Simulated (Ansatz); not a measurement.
A series of calculations on C2H8OSiTe

Part 1: Relaxation

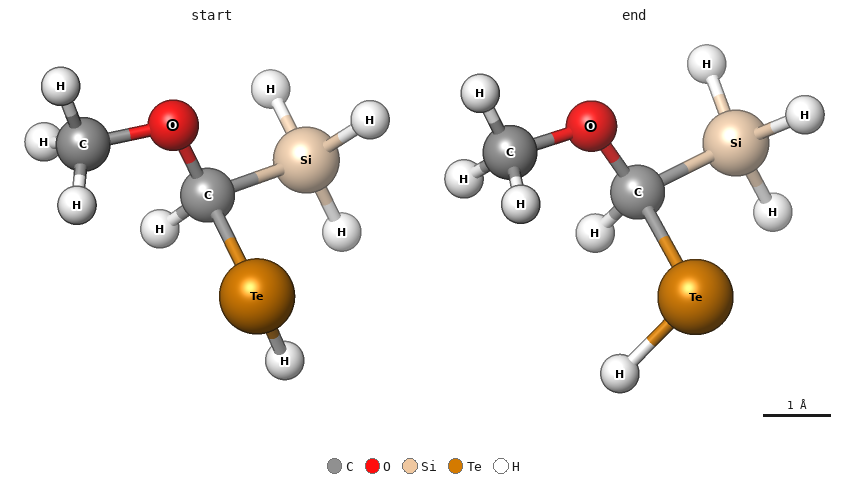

The structure of C2H8OSiTe before (left) and after (right) a relaxation, at one scale.

Style: ball-and-stick. Shown at a tilt.

The run prepares an end point of a later path (torsion) calculation, from a guessed geometry.

These are results of Ansatz, RKS PBE-D4/def2-SVP, not measurements. (no spin polarisation; force threshold 0.015 eV/Å; at most 40 steps)

What changed between the two?

The energy falls by 0.516 eV in 14 accepted moves (15 points after the start). Largest force component: 3 eV/Å at the start, 0.0055 eV/Å at the end. The line search rejected the trial step at point 11 of the run. The atom that moves furthest after the best rigid fit is an H atom (1.54 Å). Largest moves by element: H 1.54 Å, Si 0.28 Å, Te 0.27 Å, O 0.26 Å, C 0.22 Å. Some distances before and after: C–Te 2.161 → 2.281 Å, H–Si 1.417 → 1.501 Å, C–H 1.174 → 1.106 Å, C–H 1.072 → 1.116 Å. Bond angles that change, for instance: C–O–C 107.7° → 115.3°, H–C–H 115.3° → 108.6°, C–Si–H 104.3° → 109.9°. Groups turn about C–Te by about 70°. The run took 54 s on 2 threads of Arm Neoverse V1 (shared host), peak memory 0.18 GiB.

Part 2: Relaxation

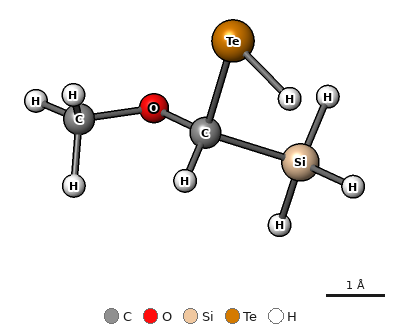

Starting structure of C2H8OSiTe. A ball-and-stick model, seen from a free direction.

The run prepares an end point of a later path (torsion) calculation, from a guessed geometry.

Method: RKS PBE-D4/def2-SVP (Ansatz).

Input file:
```yaml
crystal:
  periodic: [false, false, false]
  atoms:
    - { symbol: C, position_ang: [-1.7708, -0.5985, 0.9978] }
    - { symbol: O, position_ang: [-1.1437, 0.2986, 0.0927] }
    - { symbol: C, position_ang: [-1.75112, 0.14287, -1.14109] }
    - { symbol: Si, position_ang: [-1.58894, 1.70905, -2.20929] }
    - { symbol: Te, position_ang: [-0.78391, -1.42315, -2.27416] }
    - { symbol: H, position_ang: [-2.8698, -0.1928, 1.0744] }
    - { symbol: H, position_ang: [-1.812, -1.5933, 0.6007] }
    - { symbol: H, position_ang: [-1.3299, -0.5108, 1.9962] }
    - { symbol: H, position_ang: [-2.82828, -0.13152, -1.10348] }
    - { symbol: H, position_ang: [-0.15433, 2.01348, -2.29676] }
    - { symbol: H, position_ang: [-2.24731, 2.7824, -1.39354] }
    - { symbol: H, position_ang: [-2.1999, 1.53896, -3.47625] }
    - { symbol: H, position_ang: [-1.86979, -1.23055, -3.53737] }
basis:
  gaussian: { orbitals: def2-SVP }
hamiltonian:
  xc: pbe
  dispersion: d4
relax:
  f_tol: 0.015
  max_steps: 40
```

Command:
```bash
ansatz run input.yaml --threads 2 --pin off --max-ram 3072MiB --backend cpu --events-out ev --progress --plain --runs-dir out
```

### Where does the relaxation end?

After 15 accepted moves (16 points after the start) the energy has fallen by 0.541 eV. The largest force component goes from 2.5 to 0.01 eV/Å. The line search rejected the trial step at point 10 of the run. H13 moves most after the best rigid fit: 1.51 Å. By element the largest moves are H 1.51 Å, O 0.32 Å, Si 0.29 Å, Te 0.26 Å, C 0.24 Å. Some distances before and after: C3–Te5 2.161 → 2.281 Å, Si4–H12 1.417 → 1.501 Å, C1–H6 1.174 → 1.116 Å, C1–H7 1.072 → 1.116 Å. Bond angles that change, for instance: O2–C1–H6 103.7° → 111.5°, C1–O2–C3 107.7° → 115.4°, H7–C1–H8 115.3° → 109.5°. Groups turn about C3–Te5 by about 70°.

The structure at the end:

```xyz
13

C    -1.8237   -0.6820    0.8787
O    -1.4385    0.4071    0.0600
C    -1.8466    0.3302   -1.2603
Si   -1.4943    1.9814   -2.1514
Te   -0.7710   -1.2680   -2.4809
H    -2.9329   -0.7984    0.9082
H    -1.3760   -1.6322    0.5026
H    -1.4505   -0.4758    1.8994
H    -2.9123    0.0155   -1.3726
H    -0.0126    2.1278   -2.3592
H    -1.9905    3.1313   -1.3148
H    -2.2026    1.9724   -3.4749
H    -2.0984   -2.3045   -2.5049
```

The end point in the same view:

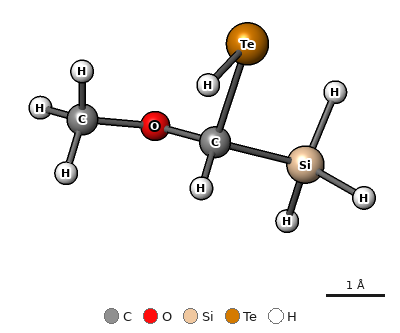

Part 3: Path

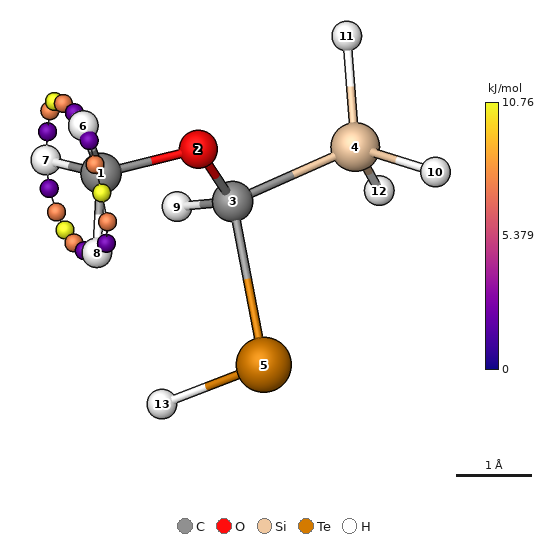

A nudged-elastic-band calculation for C2H8OSiTe. Images are numbered from 0 (start) to 6 (end). The start is drawn whole; smaller spheres mark the moving atoms (H) in the later images, joined by lines and coloured by the energy of the image relative to the start. The picture is a ball-and-stick view, seen at a tilt.

Method: Ansatz 0.2.0, RKS PBE-D4/def2-SVP. Set-up: 5 movable images; climbing image; force threshold 0.03 eV/Å; iteration limit 60; starting path by image-dependent pair potential.

**Describe the path and its energy.**

The motion is a rotation about the C1–O2 bond by about 120°. No bond forms or breaks between the ends. Bond angles that change up to the highest image, for instance: C1–O2–C3 115.3° → 117.4°. The two ends have the same energy, and the highest point, image 3, lies 10.8 kJ/mol above the start. The band converged in 7 iterations. The largest component of the band force went from 0.88 to 0.018 eV/Å. The climbing image converged on the top of the path. Its vibrational analysis gives one imaginary mode (215i cm⁻¹), as a transition state must have.

Cost: 2 min on 2 threads of Arm Neoverse V1, with other jobs on the host, peak memory 0.18 GiB.
